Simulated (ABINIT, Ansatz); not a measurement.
# KTaO3 (Pm-3m): zone-centre phonons, part 2 of 4

Aim: the zone-centre modes of KTaO3 (Pm-3m).

ABINIT 10.8.3; DFT LDA, scalar-relativistic, plane waves, PseudoDojo norm-conserving pseudopotentials.

So far. Step 3 (Relaxation): The volume changes by -3.7 % in this run and stands -3.7 % from the first cell. Step 4 (Ground state): The cell stands at -0.95 GPa: the relaxation ran with a smoothed and higher cutoff, and the difference is a stress of the finite basis. The relaxed cell has a = 3.939 Å (conventional setting).

**6. Linear response at Γ**

The derivative of the wavefunctions by k comes first, since the response to a field is built on it; then the field and the displacements that symmetry doesn't supply are solved at q = 0.

It reads the wavefunctions written in step 4.

File dfpt_gamma.abi:

```
ndtset 2

# common to the responses
getwfk_filepath "gso_WFK"
kptopt 2
nqpt 1
qpt 0.0 0.0 0.0
asr 0
chneut 0

# d/dk
rfelfd1 2
rfdir1 1 1 1
iscf1 -3
tolwfr1 1.0d-20

# displacements, field
rfphon2 1
rfatpol2 1 5
rfdir2 1 1 1
rfelfd2 3
getddk2 1
tolvrs2 1.0d-10
prtwf2 0

# basis, mesh and filling
ecut 36.0
ngkpt 6 6 6
nshiftk 1
shiftk 0.0 0.0 0.0
istwfk *1
occopt 1
nband 20
nstep 100
diemac 9.0
prtebands 0
prtgsr 0
useylm 1

# cell and atoms
acell 7.443161413 7.443161413 7.443161413
rprim 
    1.0 0.0 0.0
    0.0 1.0 0.0
    0.0 0.0 1.0
ntypat 3
znucl 19 73 8
natom 5
typat 1 2 3 3 3
xred 
    0.5 0.5 0.5
    0.0 0.0 0.0
    0.5 0.0 0.0
    0.0 0.5 0.0
    0.0 0.0 0.5
pp_dirpath "./pseudo"
pseudos "K.upf, Ta.upf, O.upf"
```

On the command line:

```
> OMP_NUM_THREADS=1 mpirun -n 4 abinit dfpt_gamma.abi > dfpt_gamma.log
```

Numbers of over 12 decimals in the logs are rounded to 6 here.

dfpt_gamma.abo, the main output file:

```text
[banners, grids, parts of the stress and lines that vanish by symmetry left out]
- input  file    -> dfpt_gamma.abi
- output file    -> dfpt_gamma.abo
- root for input  files -> dfpt_gammai
[...]
DATASET    1 : space group Pm -3 m (#221); Bravais cP (primitive cubic)
[...]
nfft =       91125          nkpt =         112
[...]
DATASET    2 : space group Pm -3 m (#221); Bravais cP (primitive cubic)
[...]
nfft =       91125          nkpt =         112
[...]
== DATASET  1 ==================================================================
[...]
cutoff_energies: {ecut:  36.0, pawecutdg:  -1.0, }
[...]
-  8.00000   6.00000  201201                  znucl, zion, pspdat
[...]
Perturbation : derivative vs k along direction   1
[...]
-ETOT  1  -28.778151918728     -2.878E+01 5.157E-01 0.000E+00
 ETOT  2  -28.964824391413     -1.867E-01 1.053E-02 0.000E+00
 ETOT  3  -28.969933207822     -5.109E-03 7.213E-04 0.000E+00
 ETOT  4  -28.970165512391     -2.323E-04 5.024E-05 0.000E+00
 ETOT  5  -28.970178587652     -1.308E-05 3.359E-06 0.000E+00
[...]
At SCF step   21   max residual=  9.98E-21 < tolwfr=  1.00E-20 =>converged.
[...]
Perturbation : derivative vs k along direction   2
[...]
-ETOT  1  -28.777538639934     -2.878E+01 5.157E-01 0.000E+00
[...]
At SCF step   22   max residual=  9.98E-21 < tolwfr=  1.00E-20 =>converged.
[...]
Perturbation : derivative vs k along direction   3
[...]
-ETOT  1  -28.778151945926     -2.878E+01 5.157E-01 0.000E+00
[...]
At SCF step   22   max residual=  9.98E-21 < tolwfr=  1.00E-20 =>converged.
[...]
1        1       0.6999567109   -0.0000000000
     1        2       0.0000000000    0.0000000000
     1        3       0.0000000000    0.0000000000
     2        1       0.0000000000    0.0000000000
     2        2       0.6999567108    0.0000000000
     2        3       0.0000000000    0.0000000000
     3        1       0.0000000000    0.0000000000
     3        2       0.0000000000    0.0000000000
     3        3       0.6999567107   -0.0000000000
[...]
== DATASET  2 ==================================================================
[...]
cutoff_energies: {ecut:  36.0, pawecutdg:  -1.0, }
[...]
Perturbation : displacement of atom   1   along direction   1
[...]
-ETOT  1   4.134375     -1.813E+03 5.100E+00 3.304E+02
[...]
At SCF step   11       vres2   =  9.46E-12 < tolvrs=  1.00E-10 =>converged.
[...]
Perturbation : displacement of atom   2   along direction   1
[...]
-ETOT  1   4.278528     -2.537E+03 1.307E+01 8.309E+02
[...]
At SCF step   11       vres2   =  9.78E-11 < tolvrs=  1.00E-10 =>converged.
[...]
Perturbation : displacement of atom   3   along direction   1
[...]
-ETOT  1   19.232216343797     -3.368E+03 5.682E+00 1.859E+04
[...]
At SCF step   11       vres2   =  5.38E-11 < tolvrs=  1.00E-10 =>converged.
[...]
Perturbation : displacement of atom   3   along direction   2
[...]
-ETOT  1   6.992525     -3.358E+03 3.057E+00 6.067E+03
[...]
At SCF step   12       vres2   =  9.67E-11 < tolvrs=  1.00E-10 =>converged.
[...]
Perturbation : homogeneous electric field along direction   1
[...]
-ETOT  1  -100.95809568519     -1.010E+02 1.962E+00 4.461E+03
[...]
ETOT 11  -103.80563439169     -3.477E-11 9.781E-11 1.998E-10
 ETOT 12  -103.80563439169     -4.178E-12 1.438E-11 2.126E-11
 At SCF step   12       vres2   =  2.13E-11 < tolvrs=  1.00E-10 =>converged.
[...]
Dielectric tensor, in cartesian coordinates,
[...]
1    7   1    7         5.4392910872        -0.0000000000
   1    7   2    7        -0.0000000000        -0.0000000000
   1    7   3    7        -0.0000000000        -0.0000000000
   2    7   1    7        -0.0000000000        -0.0000000000
   2    7   2    7         5.4392910872        -0.0000000000
   2    7   3    7        -0.0000000000        -0.0000000000
   3    7   1    7        -0.0000000000        -0.0000000000
   3    7   2    7        -0.0000000000        -0.0000000000
   3    7   3    7         5.4392910872        -0.0000000000
  Effective charges, in cartesian coordinates,
[...]
1    1   1    7         1.1547347607         0.0000000000
   2    1   1    7         0.0000000000         0.0000000000
   3    1   1    7         0.0000000000         0.0000000000
   1    2   1    7         8.7202874691         0.0000000000
   2    2   1    7         0.0000000000         0.0000000000
[...]
Effective charges, in cartesian coordinates,
[...]
2    7   1    5         0.0000000000         0.0000000000
   3    7   1    5         0.0000000000         0.0000000000
   1    7   2    5         0.0000000000         0.0000000000
   2    7   2    5        -1.7045822869         0.0000000000
   3    7   2    5         0.0000000000         0.0000000000
   1    7   3    5         0.0000000000         0.0000000000
   2    7   3    5         0.0000000000         0.0000000000
   3    7   3    5        -6.4963302832         0.0000000000
  Phonon wavevector (reduced coordinates) :  0.00000  0.00000  0.00000
 Phonon energies in Hartree :
[...]
Phonon frequencies in cm-1    :
- -1.358989E+00 -1.358989E+00 -1.358989E+00  9.052904E+01  9.052904E+01
-  9.052904E+01  1.843402E+02  1.843402E+02  1.843402E+02  2.484020E+02
-  2.484020E+02  2.484020E+02  5.542844E+02  5.542844E+02  5.542844E+02
  Phonon at Gamma, with non-analyticity in the
[...]
Phonon energies in Hartree :
[...]
Phonon frequencies in cm-1    :
- -1.358989E+00 -1.358989E+00 -1.348983E+00  9.052904E+01  9.052904E+01
-  1.757909E+02  1.843402E+02  1.843402E+02  2.484020E+02  2.484020E+02
-  2.484020E+02  3.993940E+02  5.542844E+02  5.542844E+02  8.188671E+02
  Phonon at Gamma, with non-analyticity in the
[...]
Phonon energies in Hartree :
[...]
Phonon frequencies in cm-1    :
- -1.358989E+00 -1.358989E+00 -1.348983E+00  9.052904E+01  9.052904E+01
-  1.757909E+02  1.843402E+02  1.843402E+02  2.484020E+02  2.484020E+02
-  2.484020E+02  3.993940E+02  5.542844E+02  5.542844E+02  8.188671E+02
  Phonon at Gamma, with non-analyticity in the
[...]
Phonon energies in Hartree :
[...]
Phonon frequencies in cm-1    :
- -1.358989E+00 -1.358989E+00 -1.348984E+00  9.052904E+01  9.052904E+01
-  1.757909E+02  1.843402E+02  1.843402E+02  2.484020E+02  2.484020E+02
-  2.484020E+02  3.993940E+02  5.542844E+02  5.542844E+02  8.188671E+02
[...]
fcart2     0.0000000000E+00  0.0000000000E+00  0.0000000000E+00
           strten2     0.0000000000E+00  0.0000000000E+00  0.0000000000E+00
================================================================================
```

Wall time 11 min (4 MPI ranks of Arm Neoverse V2, shared host).

Read from the output:

* miss of the charge sum rule: 0.03047 e
* largest acoustic frequency at the zone centre before the sum rule: -1.36 cm⁻¹
* highest optical zone-centre mode (no LO-TO term): 554.3 cm⁻¹
* lowest optical zone-centre mode: 90.53 cm⁻¹
* mean high-frequency dielectric constant: 5.439
* largest Born charge in size (third of the trace): 8.720 e

Born charge (rows field, columns displacement), before the sum rule (e), principal values of the symmetric part by kind of site:

| atom | atoms with these values | low | middle | high | mean |
| --- | --- | --- | --- | --- | --- |
| K1 | 1 | 1.15 | 1.15 | 1.15 | 1.15 |
| Ta2 | 1 | 8.72 | 8.72 | 8.72 | 8.72 |
| O3 | 3 | -6.50 | -1.70 | -1.70 | -3.30 |

In full for K1:

```
1.15 0.00 0.00
0.00 1.15 0.00
0.00 0.00 1.15
```

High-frequency dielectric tensor:

```
5.44 0.00 0.00
0.00 5.44 0.00
0.00 0.00 5.44
```

The acoustic modes at Γ come out as far as 1.4 cm⁻¹ from zero, where they should vanish, a small numerical error; the Born charges miss their sum rule by 0.030 e, which is fair.

**7. Modes with the sum rule**

anaddb reads the merged derivatives, imposes the acoustic sum rule and charge neutrality, and adds the LO-TO term along chosen directions.

File anaddb.abi:

```
ddb_filepath "gamma_DDB"
output_file "anaddb.abo"
outdata_prefix "anaddb"
asr 1
chneut 1
enunit 2
eivec 1
nph1l 1
qph1l 0.0 0.0 0.0 1.0
dieflag 1
nph2l 3
qph2l 
    1.0 0.0 0.0 0.0
    0.0 0.0 1.0 0.0
    1.0 1.0 1.0 0.0
```

File mrgddb.in:

```
gamma_DDB
merged
2
dfpt_gammao_DS2_DDB
gso_DDB
```

On the command line:

```
> mrgddb < mrgddb.in > mrgddb.log
> OMP_NUM_THREADS=1 anaddb anaddb.abi > anaddb.log
```

anaddb.abo, the main output file:

```text
[banners, grids, parts of the stress and lines that vanish by symmetry left out]
-outvars_anaddb: echo values of input variables ----------------------

 Flags :
[...]
Dielectric Tensor and Effective Charges
[...]
Effective charge tensors after
[...]
Phonon wavevector (reduced coordinates) :  0.00000  0.00000  0.00000
 Phonon energies in Hartree :
[...]
Phonon energies in meV     :
-  0.000000E+00  0.000000E+00  0.000000E+00  1.123220E+01  1.123220E+01
-  1.123220E+01  2.285599E+01  2.285599E+01  2.285599E+01  3.080702E+01
-  3.080702E+01  3.080702E+01  6.872009E+01  6.872009E+01  6.872009E+01
 Phonon frequencies in cm-1    :
-  0.000000E+00  0.000000E+00  0.000000E+00  9.059377E+01  9.059377E+01
-  9.059377E+01  1.843460E+02  1.843460E+02  1.843460E+02  2.484754E+02
-  2.484754E+02  2.484754E+02  5.542649E+02  5.542649E+02  5.542649E+02
 Phonon frequencies in Thz     :
-  0.000000E+00  0.000000E+00  0.000000E+00  2.715933E+00  2.715933E+00
-  2.715933E+00  5.526555E+00  5.526555E+00  5.526555E+00  7.449105E+00
-  7.449105E+00  7.449105E+00  1.661644E+01  1.661644E+01  1.661644E+01
 Phonon energies in Kelvin  :
-  0.000000E+00  0.000000E+00  0.000000E+00  1.303442E+02  1.303442E+02
-  1.303442E+02  2.652328E+02  2.652328E+02  2.652328E+02  3.575007E+02
-  3.575007E+02  3.575007E+02  7.974635E+02  7.974635E+02  7.974635E+02
[...]
-  1  0.00000000E+00  0.00000000E+00  1.43059470E-03
-     0.00000000E+00  0.00000000E+00  0.00000000E+00
-  2  0.00000000E+00  0.00000000E+00  1.43059464E-03
-     0.00000000E+00  0.00000000E+00  0.00000000E+00
-  3  0.00000000E+00  0.00000000E+00  1.43059435E-03
-     0.00000000E+00  0.00000000E+00  0.00000000E+00
-  4  0.00000000E+00  0.00000000E+00  1.43059435E-03
-     0.00000000E+00  0.00000000E+00  0.00000000E+00
-  5  0.00000000E+00  0.00000000E+00  1.43059436E-03
-     0.00000000E+00  0.00000000E+00  0.00000000E+00
[...]
-  1  0.00000000E+00 -1.43059470E-03  0.00000000E+00
-     0.00000000E+00  0.00000000E+00  0.00000000E+00
-  2  0.00000000E+00 -1.43059464E-03  0.00000000E+00
-     0.00000000E+00  0.00000000E+00  0.00000000E+00
-  3  0.00000000E+00 -1.43059435E-03  0.00000000E+00
-     0.00000000E+00  0.00000000E+00  0.00000000E+00
-  4  0.00000000E+00 -1.43059436E-03  0.00000000E+00
-     0.00000000E+00  0.00000000E+00  0.00000000E+00
-  5  0.00000000E+00 -1.43059435E-03  0.00000000E+00
-     0.00000000E+00  0.00000000E+00  0.00000000E+00
[...]
-  1  1.43059470E-03  0.00000000E+00  0.00000000E+00
-     0.00000000E+00  0.00000000E+00  0.00000000E+00
-  2  1.43059464E-03  0.00000000E+00  0.00000000E+00
-     0.00000000E+00  0.00000000E+00  0.00000000E+00
-  3  1.43059436E-03  0.00000000E+00  0.00000000E+00
-     0.00000000E+00  0.00000000E+00  0.00000000E+00
-  4  1.43059435E-03  0.00000000E+00  0.00000000E+00
-     0.00000000E+00  0.00000000E+00  0.00000000E+00
[...]
-  5  2.12536922E-03  0.00000000E+00  0.00000000E+00
-     0.00000000E+00  0.00000000E+00  0.00000000E+00
[...]
-     1          0.000000    -0.000000     0.000001     0.000001
-     2          0.000000    -0.000001    -0.000000     0.000001
[...]
-   1     Real    0.0000E+00  0.0000E+00  0.0000E+00  0.0000E+00  0.0000E+00  0.0000E+00  0.0000E+00
[...]
-   2     Real    0.0000E+00  0.0000E+00  0.0000E+00  0.0000E+00  0.0000E+00  0.0000E+00  0.0000E+00
[...]
-   3     Real    0.0000E+00  0.0000E+00  0.0000E+00  0.0000E+00  0.0000E+00  0.0000E+00  0.0000E+00
[...]
-   4     Real    0.0000E+00  3.5114E-13  1.0903E-03 -2.4138E-14 -1.3450E-09  1.9567E-08  1.0903E-03
[...]
-   5     Real    5.8407E-13  1.0903E-03  3.5114E-13  2.5236E-08 -4.5287E-13 -1.9567E-08  1.0903E-03
[...]
-   6     Real    1.0903E-03  5.8407E-13  0.0000E+00 -2.5236E-08  1.3455E-09 -3.1141E-14  1.0903E-03
[...]
-   7     Real    0.0000E+00  0.0000E+00  1.2947E-04  0.0000E+00  1.3799E-10  1.2639E-10  1.2947E-04
[...]
-   8     Real    2.0049E-14  1.2947E-04  0.0000E+00  1.6111E-09  0.0000E+00 -1.2639E-10  1.2947E-04
[...]
-   9     Real    1.2947E-04  2.0049E-14  0.0000E+00 -1.6111E-09 -1.3798E-10  0.0000E+00  1.2947E-04
[...]
-  10     Real    0.0000E+00  0.0000E+00  0.0000E+00  0.0000E+00  0.0000E+00  0.0000E+00  0.0000E+00
[...]
-  11     Real    0.0000E+00  0.0000E+00  0.0000E+00  0.0000E+00  0.0000E+00  0.0000E+00  0.0000E+00
[...]
-  12     Real    0.0000E+00  0.0000E+00  0.0000E+00  0.0000E+00  0.0000E+00  0.0000E+00  0.0000E+00
[...]
-  13     Real    0.0000E+00  0.0000E+00  6.7209E-04  0.0000E+00  0.0000E+00  0.0000E+00  6.7209E-04
[...]
-  14     Real    0.0000E+00  6.7209E-04  0.0000E+00 -1.0961E-09  0.0000E+00  0.0000E+00  6.7209E-04
[...]
-  15     Real    6.7209E-04  0.0000E+00  0.0000E+00  1.0961E-09  0.0000E+00  0.0000E+00  6.7209E-04
[...]
Phonon at Gamma, with non-analyticity in the
[...]
Phonon energies in Hartree :
[...]
Phonon energies in meV     :
[...]
Phonon frequencies in cm-1    :
[...]
Phonon frequencies in Thz     :
[...]
Phonon energies in Kelvin  :
[...]
-  2.528933E+02  2.652328E+02  2.652328E+02  3.575007E+02  3.575007E+02
-  3.575007E+02  5.742542E+02  7.974635E+02  7.974635E+02  1.177497E+03
[...]
-  1  0.00000000E+00  0.00000000E+00  1.43059470E-03
-     0.00000000E+00  0.00000000E+00  0.00000000E+00
-  2  0.00000000E+00  0.00000000E+00  1.43059464E-03
-     0.00000000E+00  0.00000000E+00  0.00000000E+00
-  3  0.00000000E+00  0.00000000E+00  1.43059435E-03
-     0.00000000E+00  0.00000000E+00  0.00000000E+00
-  4  0.00000000E+00  0.00000000E+00  1.43059435E-03
-     0.00000000E+00  0.00000000E+00  0.00000000E+00
-  5  0.00000000E+00  0.00000000E+00  1.43059436E-03
-     0.00000000E+00  0.00000000E+00  0.00000000E+00
[...]
Phonon at Gamma, with non-analyticity in the
[...]
Phonon energies in Hartree :
[...]
Phonon energies in meV     :
-  0.000000E+00  0.000000E+00  0.000000E+00  1.123220E+01  1.123220E+01
-  2.179266E+01  2.285599E+01  2.285599E+01  3.080702E+01  3.080702E+01
-  3.080702E+01  4.948540E+01  6.872009E+01  6.872009E+01  1.014688E+02
 Phonon frequencies in cm-1    :
-  0.000000E+00  0.000000E+00  0.000000E+00  9.059377E+01  9.059377E+01
[...]
Phonon frequencies in Thz     :
[...]
Phonon energies in Kelvin  :
[...]
Phonon at Gamma, with non-analyticity in the
[...]
Phonon energies in Hartree :
[...]
Phonon energies in meV     :
[...]
Phonon frequencies in cm-1    :
[...]
Phonon frequencies in Thz     :
[...]
Phonon energies in Kelvin  :
[...]
-  2.528933E+02  2.652328E+02  2.652328E+02  3.575007E+02  3.575007E+02
-  3.575007E+02  5.742542E+02  7.974635E+02  7.974635E+02  1.177497E+03
[...]
-  4  1.70612912E-03  2.66413127E-03 -5.78401640E-04
-     0.00000000E+00  0.00000000E+00  0.00000000E+00
-  5  1.70612912E-03 -1.12772748E-03  1.36640981E-03
-     0.00000000E+00  0.00000000E+00  0.00000000E+00
[...]
Direction                     Dielectric constant
[...]
0.00000   0.00000   1.00000    209.25946578
   1.00000   1.00000   1.00000    209.25946577
-
```

Elapsed: 0.51 s, on 1 thread.

Read from the output:

- lowest optical zone-centre mode: 90.59 cm⁻¹
- mean static dielectric constant: 209.3
- highest mode moved by the LO-TO term: 818.4 cm⁻¹

No LO-TO term; unit eigenvectors of the mass-weighted matrix, from anaddb's displacements. Modes at Γ, with each element's share of the kinetic energy:

```
mode  frequency (cm⁻¹)  symmetry  K %  Ta %  O %
   1               0.0  acoustic   15    68   18
   2               0.0  acoustic   15    68   18
   3               0.0  acoustic   15    68   18
   4              90.6       T1u    4    27   70
   5              90.6       T1u    4    27   70
   6              90.6       T1u    4    27   70
   7             184.3       T1u   82     6   13
   8             184.3       T1u   82     6   13
   9             184.3       T1u   82     6   13
  10             248.5       T2u    0     0  100
  11             248.5       T2u    0     0  100
  12             248.5       T2u    0     0  100
  13             554.3       T1u    0     0  100
  14             554.3       T1u    0     0  100
  15             554.3       T1u    0     0  100
```

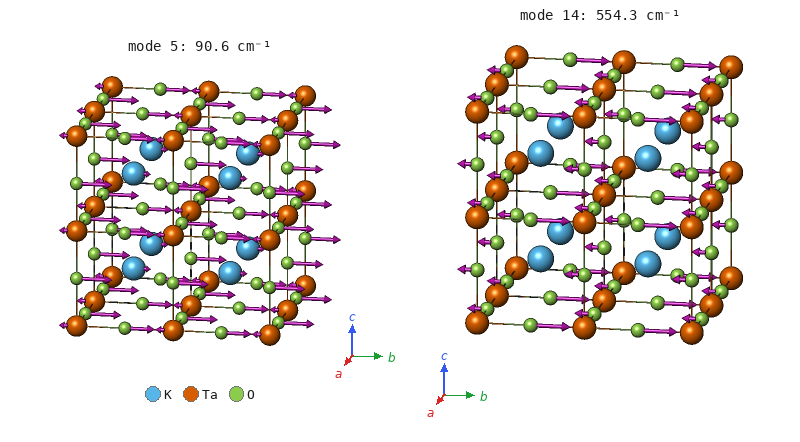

Displacement patterns of modes 5 and 14 at Γ; arrows are exaggerated. 2×2×2 cells are drawn. Some periodic images of atoms are drawn too.

Trace of the oscillator strength, degenerate modes summed. Infrared lines, with heights relative to the strongest:

```csv
position (cm⁻¹),lines merged,"IR intensity, relative"
91,3,100
184,3,12
248,3,0.0
554,3,62
```

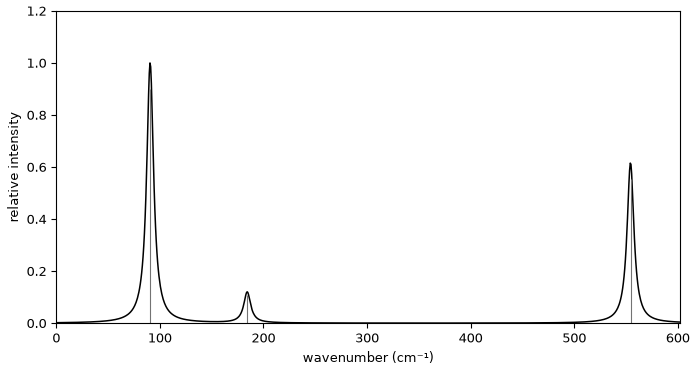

The infrared spectrum, broadened with Lorentzians of width 8 cm⁻¹; bars mark the lines.

Static dielectric tensor (ions relaxed, fixed cell):

```
209.3   0.0   0.0
  0.0 209.3   0.0
  0.0   0.0 209.3
```

The rule moves no optical mode by more than 0.1 cm⁻¹.

(Continued in part 3 of 4.)

[Host names and launcher messages were left out of these logs when they were recorded.]

[Logs are printed without paths, hosts, clocks, repeated set-up lines and the standing remarks that a program may print on its own settings, such as how far it seeks lower states.]

[Hosts, paths, dates, database ids (printed as entryN), source tags and the programs' standing remarks are cut or masked in the printed files.]
